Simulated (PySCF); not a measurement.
# BH2 (boron dihydride) at U-wB97X/cc-pVTZ

What is the vertical doublet–quartet gap of BH2 (boron dihydride) at U-wB97X/cc-pVTZ? 

Program for the calculation: PySCF 2.14.0.

2 further runs of the same task are left out: 2 set aside as unsound or not needed.

### Step 1. The structure to begin with

The species is BH2 (3 atoms), meant as a doublet with charge 0. SMILES: `[BH2]`. The shape is that of a GFN2-xTB optimisation.

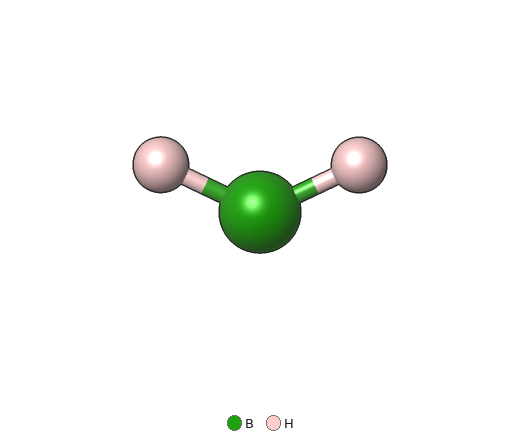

Viewed from a chosen angle; boron green, hydrogen pink.

### Step 2. The energy at U-wB97X/cc-pVTZ

run.py

```python
from pyscf import gto, dft

mol = gto.M(
    atom='B 0.262840 -0.166230 0.128640; H 0.280020 0.985320 0.260980; H -0.542860 -0.819090 -0.389630',
    spin=1,
    basis='cc-pvtz',
    verbose=4,
    max_memory=1860,
)

calc0 = dft.UKS(mol)
calc0.xc = 'wb97x'
calc0.conv_tol = 1e-10
calc0.grids.level = 5
calc0.kernel()
if not calc0.converged:
    calc0 = calc0.newton().run(calc0.mo_coeff, calc0.mo_occ)

e_final = calc0.e_tot
print('E = %.10f Eh' % e_final)
```

Launch:

```sh
$ OMP_NUM_THREADS=1 python run.py
```

Standard output:

```text
PySCF version 2.14.0

[INPUT] num. atoms = 3
[INPUT] num. electrons = 7
[INPUT] charge = 0
[INPUT] spin (= nelec alpha-beta = 2S) = 1
[INPUT] symmetry False subgroup None
[INPUT] Mole.unit = angstrom
[INPUT] Symbol           X                Y                Z      unit          X                Y                Z       unit  Magmom
[INPUT]  1 B      0.262840000000  -0.166230000000   0.128640000000 AA    0.496695614581  -0.314129173686   0.243094368664 Bohr   0.0
[INPUT]  2 H      0.280020000000   0.985320000000   0.260980000000 AA    0.529161109401   1.861984945056   0.493180723989 Bohr   0.0
[INPUT]  3 H     -0.542860000000  -0.819090000000  -0.389630000000 AA   -1.025856723981  -1.547855771370  -0.736293989914 Bohr   0.0

nuclear repulsion = 4.81824384906663
number of shells = 21
number of NR pGTOs = 74
number of NR cGTOs = 58
basis = cc-pvtz
ecp = {}

******** <class 'pyscf.dft.uks.UKS'> ********
method = UKS
initial guess = minao
damping factor = 0
level_shift factor = 0
DIIS = <class 'pyscf.scf.diis.CDIIS'>
diis_start_cycle = 1
diis_space = 8
diis_damp = 0
SCF conv_tol = 1e-10
SCF conv_tol_grad = None
SCF max_cycles = 50
direct_scf = True
direct_scf_tol = 1e-13
number electrons alpha = 4  beta = 3
XC library pyscf.dft.libxc version 7.0.0
    S. Lehtola, C. Steigemann, M. J.T. Oliveira, and M. A.L. Marques.,  SoftwareX 7, 1–5 (2018)
XC functionals = wb97x
radial grids:
    Treutler-Ahlrichs [JCP 102, 346 (1995); DOI:10.1063/1.469408] (M4) radial grids

becke partition: Becke, JCP 88, 2547 (1988); DOI:10.1063/1.454033
pruning grids: <function nwchem_prune>
grids dens level: 5
symmetrized grids: False
atomic radii adjust function: <function treutler_atomic_radii_adjust>
small_rho_cutoff = 0
Set gradient conv threshold to 1e-05
tot grids = 90240
init E= -25.7550738697974
[... the frontier-level lines of each cycle are left out ...]


cycle= 1 E= -25.9145557885966  delta_E= -0.159  |g|= 0.098  |ddm|= 0.735
cycle= 2 E= -25.9252751000911  delta_E= -0.0107  |g|= 0.0308  |ddm|= 0.169
cycle= 3 E= -25.9264155548301  delta_E= -0.00114  |g|= 0.01  |ddm|= 0.0523
cycle= 4 E= -25.9265828511179  delta_E= -0.000167  |g|= 0.0028  |ddm|= 0.028
cycle= 5 E= -25.9265974022811  delta_E= -1.46e-05  |g|= 0.000653  |ddm|= 0.00839
cycle= 6 E= -25.9265982156836  delta_E= -8.13e-07  |g|= 0.000126  |ddm|= 0.00197
cycle= 7 E= -25.9265982437798  delta_E= -2.81e-08  |g|= 2.83e-05  |ddm|= 0.000341
cycle= 8 E= -25.9265982452762  delta_E= -1.5e-09  |g|= 5.21e-06  |ddm|= 6.63e-05
cycle= 9 E= -25.9265982453246  delta_E= -4.84e-11  |g|= 1.03e-06  |ddm|= 1.36e-05
Extra cycle  E= -25.9265982453261  delta_E= -1.56e-12  |g|= 4.49e-07  |ddm|= 2.8e-06
converged SCF energy = -25.9265982453261  <S^2> = 0.75154942  2S+1 = 2.0015488
E = -25.9265982453 Eh
```

Run time: 4.5 s. Hardware: 1 thread of Arm Neoverse V2, shared host; peak memory 0.29 GiB.

### Step 3. The quartet

mol.xyz

```xyz
3
BH2
B      0.262840    -0.166230     0.128640
H      0.280020     0.985320     0.260980
H     -0.542860    -0.819090    -0.389630
```

run.py

```python
from pyscf import gto, dft

mol = gto.Mole()
mol.atom = 'mol.xyz'
mol.basis = 'cc-pvtz'
mol.max_memory = 1860
mol.spin = 3
mol.verbose = 3
mol.build()

myscf = dft.UKS(mol, xc='wb97x')
myscf.grids.level = 5
myscf.conv_tol = 1e-10
myscf.kernel()
if not myscf.converged:
    myscf = myscf.newton().run(myscf.mo_coeff, myscf.mo_occ)

etot = myscf.e_tot
print('Final energy', etot)
```

Launch:

```sh
$ OMP_NUM_THREADS=1 python run.py
```

Standard output:

```text
WARN: HOMO -0.056317872070986 >= LUMO -0.403105029460583

converged SCF energy = -25.7205977857755  <S^2> = 3.7545205  2S+1 = 4.0022596
Final energy -25.720597785775453
```

Run time: 4.5 s. Hardware: 1 thread of Arm Neoverse V2, shared host; peak memory 0.29 GiB.

### Step 4. What came out

Level: U-wB97X/cc-pVTZ.

```
                                        quantity         value
                           doublet: total energy  -25.92660 Eh
                          doublet: dipole moment        0.51 D
     doublet: HOMO energy (highest over α and β)      -8.43 eV
      doublet: LUMO energy (lowest over α and β)       0.10 eV
                                   doublet: ⟨S²⟩         0.752
                           quartet: total energy  -25.72060 Eh
                          quartet: dipole moment        1.31 D
     quartet: HOMO energy (highest over α and β)      -7.68 eV
      quartet: LUMO energy (lowest over α and β)      -5.68 eV
                                   quartet: ⟨S²⟩         3.755
vertical energy of the quartet above the doublet      5.606 eV
```

In words: At this shape the quartet lies 5.61 eV (129 kcal/mol) above the doublet. Mulliken charges (doublet) run from -0.16 on B1 to +0.08 on H2.
